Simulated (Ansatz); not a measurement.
# CH₆BSi+ (SMILES B[CH+][SiH3]): one structure at several levels

The atoms stand at a structure displaced at random from a GFN2-xTB minimum. How far do the functionals agree with CCSD(T) there?

Program: Ansatz 0.2.0, Gaussian basis. Level of theory: single points in def2-TZVPP. These are calculated values, not measurements.

Correlated methods freeze the cores.

### 1 The starting structure

SMILES `B[CH+][SiH3]`, 9 atoms, charge 1, spin multiplicity 1.

Atoms are counted from 1 here; the program's logs count them from 0.

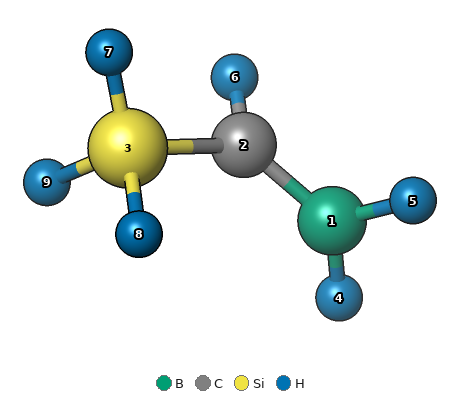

As it starts; boron teal, carbon grey, silicon yellow, hydrogen blue; atoms are numbered from 1 in the order of the file.

As a file:

```
atom    x (Å)    y (Å)    z (Å)
  B1  -0.9127   0.8250  -1.0140
  C2   0.1682   0.5809  -0.0491
 Si3   0.6847  -1.0548   0.7616
  H4  -2.0039   1.0160  -0.8747
  H5  -0.6036   0.7598  -2.2048
  H6   0.7900   1.3571   0.3315
  H7   1.9471  -1.0232   0.8566
  H8  -0.0560  -2.1840   0.2121
  H9   0.0688  -0.6503   2.1430
```

### 2 CCSD(T)/def2-TZVPP

run/in.yaml reads:

```yaml
crystal:
  periodic: [false, false, false]
  atoms:
    - {symbol: B, position_ang: [-0.912700, 0.825000, -1.014000]}
    - {symbol: C, position_ang: [0.168200, 0.580900, -0.049100]}
    - {symbol: Si, position_ang: [0.684700, -1.054800, 0.761600]}
    - {symbol: H, position_ang: [-2.003900, 1.016000, -0.874700]}
    - {symbol: H, position_ang: [-0.603600, 0.759800, -2.204800]}
    - {symbol: H, position_ang: [0.790000, 1.357100, 0.331500]}
    - {symbol: H, position_ang: [1.947100, -1.023200, 0.856600]}
    - {symbol: H, position_ang: [-0.056000, -2.184000, 0.212100]}
    - {symbol: H, position_ang: [0.068800, -0.650300, 2.143000]}
basis:
  gaussian: {orbitals: def2-TZVPP}
total_charge: 1
correlation: {method: ccsd_t}
output: {forces: true}
```

No record of the launch command was kept for these runs.

Standard output (excerpt; [...] marks lines left out):

```text
Functional definition: HF
  name "HF"
  cite "Fock, Z. Phys. 61, 126 (1930) doi:10.1007/BF01340294"
  parent pbe
[...]
1071 factors; integrals over basis functions are off by at most 1.7e-3 eV
[...]
mean field -9650.05328431 eV, -354.6329171573 hartree, gradient 4.1e-6 eV, S^2 0.000000; 0 other end points of the search recorded, 0 dependent functions left out
7 core orbitals not correlated: weight in the atoms' cores, before any rotation towards them, 1.000 or more for the frozen orbitals, at most 0.000 for the correlated occupied ones
reference -9650.05328431 eV, -354.6329171573 hartree; 8, 8 occupied and 173, 173 virtual orbitals, 1071 factors
second order -9.55227649 eV of doubles, -0.00000000 eV of singles
cycle   1  -10.57271429 eV  change    -1.0e0 eV  update   9.6e-2
[...]
cycle  13  -11.06229005 eV  change   -5.2e-6 eV  update   4.0e-6
perturbative correction -0.39016383 eV, -0.0143382561 hartree
[...]
Total energy: -9661.50573819 eV, -355.0537870747 hartree
Atom 0 at    -0.912700     0.825000    -1.014000 Å, force     1.594586    -0.187764    -1.165274 eV/Å
Atom 1 at     0.168200     0.580900    -0.049100 Å, force    -0.432489    -0.695267    -0.244962 eV/Å
Atom 2 at     0.684700    -1.054800     0.761600 Å, force    -6.577114    -0.146115     1.091269 eV/Å
Atom 3 at    -2.003900     1.016000    -0.874700 Å, force    -2.088042     0.313444     0.601794 eV/Å
Atom 4 at    -0.603600     0.759800    -2.204800 Å, force     0.308665    -0.013607     0.565912 eV/Å
Atom 5 at     0.790000     1.357100     0.331500 Å, force     0.563761     1.018982     0.162988 eV/Å
Atom 6 at     1.947100    -1.023200     0.856600 Å, force     6.217260    -0.029678     0.224092 eV/Å
Atom 7 at    -0.056000    -2.184000     0.212100 Å, force     0.107708    -0.165682    -0.236005 eV/Å
Atom 8 at     0.068800    -0.650300     2.143000 Å, force     0.305665    -0.094312    -0.999815 eV/Å
Dipole moment:    -0.057141     0.365195    -0.236643 e Å
```

Wall time 60 s (4 threads, shared host); peak memory 3.8 GiB.

### 3 PBE0-D4/def2-TZVPP

Changes to run/in.yaml since step 2:

```diff
@@ -15,3 +15,3 @@
 total_charge: 1
-correlation: {method: ccsd_t}
-output: {forces: true}
+hamiltonian: {xc: pbe0, dispersion: d4}
+output: {forces: true, orbitals: {seedname: orbitals}}
```

The log in run was not kept; the run's report gives a total energy of -9672.475159 eV.

Run time: 1.4 s. Hardware: 4 threads, shared host; peak memory 0.36 GiB.

### 4 wB97M-V/def2-TZVPP

Changes to run/in.yaml since step 3:

```diff
@@ -15,3 +15,3 @@
 total_charge: 1
-hamiltonian: {xc: pbe0, dispersion: d4}
-output: {forces: true, orbitals: {seedname: orbitals}}
+hamiltonian: {xc: {name: wB97M-V}}
+output: {forces: true}
```

The log in run was not kept; the run's report gives a total energy of -9676.351947 eV.

Wall time 3.9 s (4 threads, shared host); peak memory 0.47 GiB.

### 5 r2SCAN-D4/def2-TZVPP

Changes to run/in.yaml since step 4:

```diff
@@ -15,3 +15,3 @@
 total_charge: 1
-hamiltonian: {xc: {name: wB97M-V}}
+hamiltonian: {xc: r2scan, dispersion: d4}
 output: {forces: true}
```

The log in run was not kept; the run's report gives a total energy of -9676.366149 eV.

Wall time 1.7 s (4 threads, shared host); peak memory 0.21 GiB.

### 6 PBE-D4/def2-TZVPP

Changes to run/in.yaml since step 5:

```diff
@@ -15,3 +15,3 @@
 total_charge: 1
-hamiltonian: {xc: r2scan, dispersion: d4}
+hamiltonian: {xc: pbe, dispersion: d4}
 output: {forces: true}
```

Standard output (excerpt; [...] marks lines left out):

```text
Functional definition: PBE
  name "PBE"
  cite "Perdew, Burke & Ernzerhof, Phys. Rev. Lett. 77, 3865 (1996) doi:10.1103/PhysRevLett.77.3865"
[... 1 set-up line as earlier in the session ...]
[...]
991 factors; their error is unknown
[...]
mean field -9671.24492547 eV, -355.4116956058 hartree, gradient 2.3e-5 eV, S^2 0.000000; 0 other end points of the search recorded, 0 dependent functions left out
[...]
reference -9671.24497272 eV, -355.4116973422 hartree; 15, 15 occupied and 173, 173 virtual orbitals, 991 factors
Total energy: -9671.36030159 eV, -355.4159356000 hartree
Atom 0 at    -0.912700     0.825000    -1.014000 Å, force     2.487624    -0.413435    -0.337395 eV/Å
Atom 1 at     0.168200     0.580900    -0.049100 Å, force    -1.035232    -0.960118    -0.563574 eV/Å
Atom 2 at     0.684700    -1.054800     0.761600 Å, force    -6.576429     0.247757     0.459050 eV/Å
Atom 3 at    -2.003900     1.016000    -0.874700 Å, force    -2.363891     0.364920     0.458514 eV/Å
Atom 4 at    -0.603600     0.759800    -2.204800 Å, force     0.183733     0.018964     0.272382 eV/Å
Atom 5 at     0.790000     1.357100     0.331500 Å, force     0.749462     1.145846     0.267525 eV/Å
Atom 6 at     1.947100    -1.023200     0.856600 Å, force     6.415148     0.001491     0.362972 eV/Å
Atom 7 at    -0.056000    -2.184000     0.212100 Å, force    -0.054800    -0.392722    -0.255713 eV/Å
Atom 8 at     0.068800    -0.650300     2.143000 Å, force     0.194384    -0.012704    -0.663761 eV/Å
Dipole moment:    -0.089498     0.320779    -0.212712 e Å
```

Wall time 1.1 s (4 threads, shared host); peak memory 0.19 GiB.

### 7 r2SCANh-D4/def2-TZVPP

Changes to run/in.yaml since step 6:

```diff
@@ -15,3 +15,3 @@
 total_charge: 1
-hamiltonian: {xc: pbe, dispersion: d4}
+hamiltonian: {xc: {name: r2SCANh}, dispersion: d4}
 output: {forces: true}
```

The log in run was not kept; the run's report gives a total energy of -9676.226000 eV.

It took 2.2 s on 4 threads, shared host; peak memory 0.38 GiB.

### 8 LC-wPBE/def2-TZVPP

Changes to run/in.yaml since step 7:

```diff
@@ -15,3 +15,3 @@
 total_charge: 1
-hamiltonian: {xc: {name: r2SCANh}, dispersion: d4}
+hamiltonian: {xc: {name: LC-wPBE}}
 output: {forces: true}
```

The log in run was not kept; the run's report gives a total energy of -9674.146161 eV.

Wall time 1.4 s (4 threads, shared host); peak memory 0.25 GiB.

### 9 The levels compared

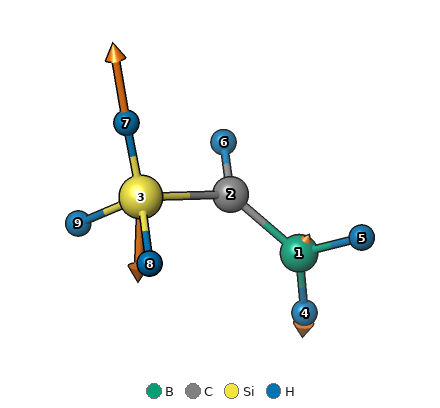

Forces at CCSD(T); the longest arrow is 6.67 eV/Å.

```
    method  RMS force component (eV/Å)  RMS error against CCSD(T) (eV/Å)  angle to CCSD(T) forces (°)
   CCSD(T)                       1.882                         reference                    reference
   PBE0-D4                       1.919                             0.200                          5.9
   wB97M-V                       1.867                             0.106                          3.2
 r2SCAN-D4                       1.914                             0.252                          7.5
    PBE-D4                       1.946                             0.342                         10.1
r2SCANh-D4                       1.906                             0.212                          6.4
   LC-wPBE                       1.930                             0.133                          3.8
```

Energy less the free neutral atoms in their ground states at the same level (atoms from separate runs):

Differences are taken before rounding.

```
      method                    rung  energy less atoms (kcal/mol)  from CCSD(T) (kcal/mol)
      PBE-D4                     GGA                        -495.3                    -25.7
   r2SCAN-D4                meta-GGA                        -495.4                    -25.8
     PBE0-D4                  hybrid                        -487.9                    -18.4
  r2SCANh-D4                  hybrid                        -491.8                    -22.3
     LC-wPBE  range-separated hybrid                        -478.6                     -9.1
     wB97M-V  range-separated hybrid                        -493.3                    -23.8
Hartree-Fock            wavefunction                        -350.4                   +119.2
         MP2            wavefunction                        -466.7                     +2.8
        CCSD            wavefunction                        -464.2                     +5.3
     CCSD(T)            wavefunction                        -469.6                        0
```

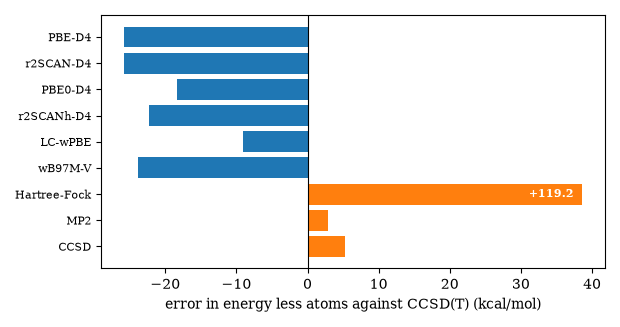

Deviations from CCSD(T), method by method. Bars with a number in them are cut short.

Cost and force error (times from a shared host):

```
    method   time  RMS force error (eV/Å)
   CCSD(T)   60 s                       0
   PBE0-D4  1.4 s                   0.200
   wB97M-V  3.9 s                   0.106
 r2SCAN-D4  1.7 s                   0.252
    PBE-D4  1.1 s                   0.342
r2SCANh-D4  2.2 s                   0.212
   LC-wPBE  1.4 s                   0.133
```

### 10 What came out

| quantity | value |
| --- | --- |
| energy less free atoms, CCSD(T)/def2-TZVPP | -469.6 kcal/mol |
| RMS force component | 1.867 to 1.946 eV/Å over the methods |
| RMS force error | PBE0-D4 0.200, wB97M-V 0.106, r2SCAN-D4 0.252, PBE-D4 0.342, r2SCANh-D4 0.212, LC-wPBE 0.133 eV/Å |
| HOMO and LUMO, PBE0-D4 | -15.12 and -9.98 eV |
| T1 diagnostic | 0.025 |

What this shows: Against CCSD(T) the functionals' energies less atoms differ by -25.8 to -9.1 kcal/mol, PBE-D4 by -25.7 kcal/mol. CCSD(T) in triple zeta still lacks some correlation energy of the bonds, so part of these gaps is its own basis error and they don't rank the functionals. The forces of wB97M-V come nearest to CCSD(T), those of PBE-D4 are farthest. Frozen-core CCSD(T) forces in triple zeta carry basis errors of their own, and this is one geometry, so small gaps rank nothing. The T1 diagnostic is large here, over the usual mark for main-group molecules (transition-metal compounds often pass it harmlessly), so CCSD(T) itself may be off.
